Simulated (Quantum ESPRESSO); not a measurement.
**What a tighter setting buys: conv_thr, NiH3 (P6_3/mmc, 8 atoms in the cell)**

Cell: a = 5.1081 Å, b = 5.1081 Å, c = 2.3404 Å, α = 90.00°, β = 90.00°, γ = 120.00°.

Method of the run: LDA (PZ), PSlibrary ultrasoft (LDA) pseudopotentials (plane waves; Quantum ESPRESSO).

Base settings: ecutwfc = 55 Ry; ecutrho = 330 Ry; occupations = smearing; smearing = cold; degauss = 0.0036749 Ry; potentials = {Ni: Ni.pz-n-rrkjus_psl.1.0.0.UPF, H: H.pz-rrkjus_psl.1.0.0.UPF}; K_POINTS = automatic 5 5 9 0 0 0; conv_thr = 1e-09 Ry; mixing_beta = 0.7.

Misses are taken against the tightest run, 7.3e-14 Ry, which need not be fully converged itself. The energy is the free energy per atom.

The count of work is k-points × plane waves × bands × iterations; it is no time, and leaves out set-up, grids and terms that scale otherwise. 

The starting cell comes from a database of computed structures (which also holds hypothetical and non-ambient phases and stackings), without a prior relaxation at this level. Spin polarisation is off.

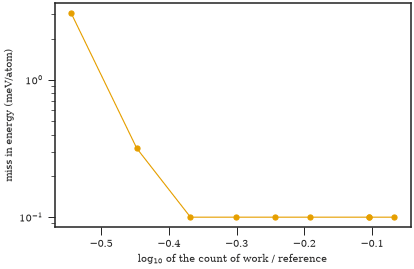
Figure: Miss against the count of work; the reference run is not drawn, and misses under 0.1 meV/atom are drawn there.

| conv_thr | energy less reference (meV/atom) | pressure less reference (GPa) | count of work / reference |
|---|---|---|---|
| 0.0073 Ry | 3.06 | 40.77 | 0.29 |
| 0.00073 Ry | 0.32 | -12.49 | 0.36 |
| 7.3e-05 Ry | 0.03 | -3.46 | 0.43 |
| 7.3e-06 Ry | 0.00 | 1.15 | 0.50 |
| 7.3e-07 Ry | 0.00 | 0.28 | 0.57 |
| 7.3e-08 Ry | 0.00 | -0.09 | 0.64 |
| 1e-09 Ry | 0.00 | 0.00 | 0.79 |
| 7.3e-10 Ry | 0.00 | 0.00 | 0.79 |
| 7.3e-12 Ry | 0.00 | 0.00 | 0.86 |
| 7.3e-14 Ry | 0.00 | 0.00 | 1.0 |

Coarsest setting among those run that, with all tighter ones, holds the energy within 1 meV/atom of the reference: 0.00073 Ry, off by 0.32 meV/atom; it needs 0.36 of the reference's count of work.

The step from 0.0073 Ry to 7.3e-10 Ry: it takes the miss in the energy from 3.1 to 0.00 meV/atom, for 2.8 times the count of work.
